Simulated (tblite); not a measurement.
## Relaxed scan, with input and output: C4H3F3N2

C4H3F3N2, computed with GFN2-xTB relaxed scan under a harmonic restraint, gas phase (tblite 0.8.0).

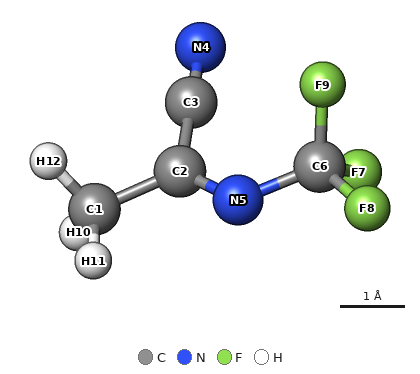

Figure 1. The structure (ball-and-stick view, seen at a tilt; atoms are numbered from 1 in the order of the input). Bond lengths as drawn: C–C 1.43 to 1.48 Å, C–F 1.33 to 1.35 Å, C–H 1.09 Å and C–N 1.14 to 1.40 Å.

**The input**
```
{"job": {"xc": "GFN2-xTB", "basis": "xTB", "coordinate": [["t", [0, 1, 4, 5], 0.5], ["t", [2, 1, 4, 5], 0.5]], "kind": "drive"}, "charge": 0, "multiplicity": 1}
C     -1.864884    -0.395414    -0.122789
C     -0.455095     0.039808     0.013446
C     -0.254145     1.388169     0.461052
N     -0.088867     2.463026     0.817683
N      0.490453    -0.763454    -0.259544
C      1.834929    -0.402306    -0.146869
F      2.185430     0.627488    -0.941617
F      2.607069    -1.429521    -0.494942
F      2.197381    -0.056458     1.103709
H     -2.382777     0.256103    -0.826964
H     -1.898077    -1.424322    -0.468102
H     -2.370217    -0.303805     0.838909
```

The first line tells a small driver script what to run in tblite; the rest is the geometry in Å.

Run on 1 CPU thread, shared host.

Launch command:
```bash
OMP_NUM_THREADS=1 python <driver script> task.json out
```

**What the program printed**
```
point  coordinate     E/eV
  0    -75.900     -818.64470
  1    -61.500     -818.52017
  2    -46.800     -818.35373
  3    -31.300     -818.15265
  4    -15.000     -818.08902
  5   -130.500     -805.21116
  6     19.500     -815.69214
  7     33.600     -816.10937
  8     47.600     -816.50388
  9     61.500     -816.71397
 10     75.700     -816.82745
 11     89.900     -816.85462
```

**Key numbers**

```csv
quantity,value
outcome,converged
wall time,4.1 s
peak memory,0.19 GiB
```
